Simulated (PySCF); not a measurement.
```xyz
16

O     2.8887    0.1687    0.5394
B     1.6312   -0.2838    0.2792
O     1.4264   -1.6296    0.1781
C     0.3943    0.6253    0.0894
C     0.2384    2.0003    0.1158
N    -1.0537    2.3642   -0.1020
C    -1.6961    1.2323   -0.2597
N    -0.8874    0.1361   -0.1585
Si   -1.4426   -1.5598   -0.3133
H     2.9496    1.1262    0.5953
H     2.2319   -2.1421    0.3062
H     1.0116    2.7531    0.2822
H    -2.7660    1.1407   -0.4532
H    -1.2305   -2.3086    0.9510
H    -0.8098   -2.2276   -1.4783
H    -2.9048   -1.3981   -0.5607
```

Geometry: PBE0-D3(BJ)/def2-SVP.

All numbers below come from PySCF, PBE0/pcSseg-1, SCF density, gas phase, non-relativistic.

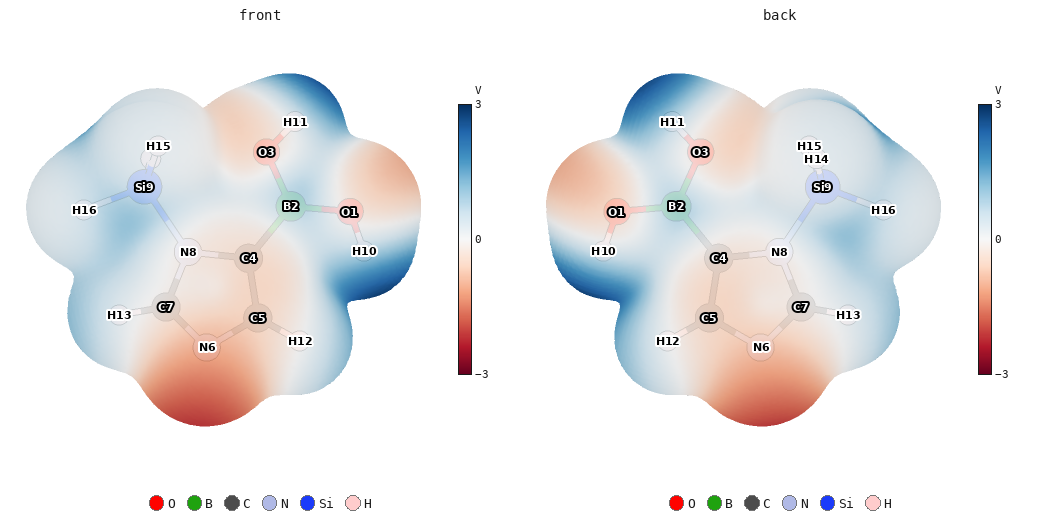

C₃H₇BN₂O₂Si. The molecular electrostatic potential painted on the density surface at 0.002 e/bohr³, seen from the front and from behind; the colour scale runs from red (negative) to blue (positive).

> Which sites attract a positive test charge, and which a negative one?

A positive charge is drawn to the negative regions and a negative charge to the positive ones. The most negative region (about −2.1 V) lies over N6, the most positive (about +2.7 V) over H10. N6 is the likeliest acceptor of a hydrogen bond.

> How polar is the molecule by this calculation?

Its dipole moment is 2.55 D.
